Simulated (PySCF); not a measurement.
C9H8O3, SMILES COC(=O)c1ccccc1C=O at its GFN2-xTB optimised geometry (Å):

```
20

C     -2.6669    -2.3885    -0.5671
O     -1.8156    -1.2516    -0.5619
C     -0.6252    -1.4149     0.0324
O     -0.2825    -2.4560     0.5350
C      0.1729    -0.1589     0.0000
C     -0.5058     1.0569    -0.0021
C      0.1841     2.2563     0.0058
C      1.5704     2.2601     0.0094
C      2.2551     1.0612     0.0000
C      1.5780    -0.1589     0.0000
C      2.3968    -1.3888    -0.0470
O      3.6022    -1.3844    -0.0254
H     -3.6022    -2.0654    -1.0161
H     -2.8295    -2.7453     0.4519
H     -2.2194    -3.1942    -1.1527
H     -1.5847     1.0539    -0.0010
H     -0.3615     3.1880     0.0103
H      2.1116     3.1942     0.0180
H      3.3349     1.0346    -0.0076
H      1.8312    -2.3296    -0.1118
```

Method: PySCF with PBE0/def2-SVP. Cells within 0.4 Å of a nucleus heavier than hydrogen are left out (blank, or x).

Map of the HOMO amplitude (bohr^(-3/2)), clipped to [-0.25, 0.25] on the plane z = 0.0 Å; orbital energy -7.20 eV, overall sign arbitrary:

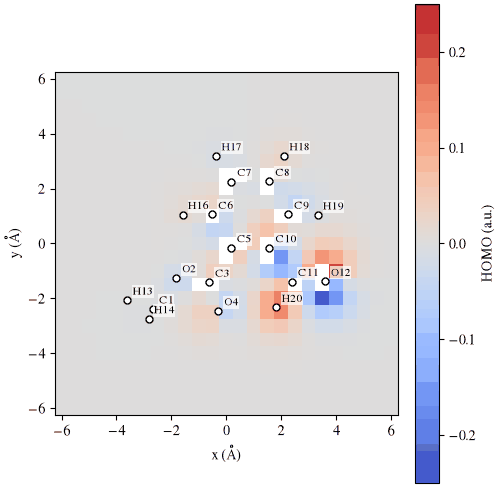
Figure: HOMO amplitude (bohr^(-3/2)), clipped to [-0.25, 0.25] on the plane z = 0.0 Å.
